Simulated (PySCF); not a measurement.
Input

```
{"job": {"kind": "nmr", "xc": "PBE0", "basis": "pcSseg-1"}, "charge": 0, "multiplicity": 1}
F      0.106134     2.081609     1.758927
Si     0.075184     1.559324     0.226437
C      1.343238     0.184848    -0.073318
C      0.670095    -1.179677     0.145659
Si    -1.158905    -1.065086    -0.366921
N     -1.347418     0.635225    -0.062403
H      0.159349     2.781357    -0.552807
H      1.695677     0.245644    -1.103692
H      2.226071     0.282564     0.559387
H      1.217733    -1.962742    -0.379153
H      0.718187    -1.429871     1.206767
H     -1.384674    -1.362015    -1.787833
H     -2.067054    -1.838278     0.483021
H     -2.254294     1.066624    -0.076238
```

Launched as:

```sh
OMP_NUM_THREADS=1 python probes_run.py task.json out
```

Geometry: GFN2-xTB.

These are results of PBE0/pcSseg-1, SCF density, gas phase, non-relativistic in PySCF, not measurements.

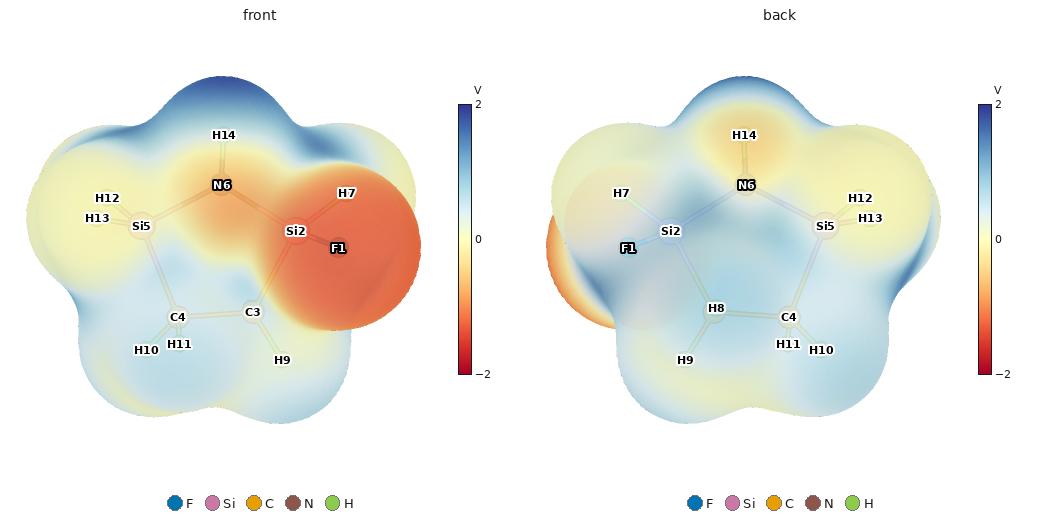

C2H8FNSi2. The electrostatic potential painted on the density surface at 0.002 e/bohr³, seen from the front and from behind; the colour scale runs from red (negative) to blue (positive).

Q: Describe the electrostatic potential map.

A: The most negative region (about −1.3 V) lies over F1, the most positive (about +1.7 V) over H14.

Q: How polar is the molecule by this calculation?

A: Its dipole moment is 1.64 D.
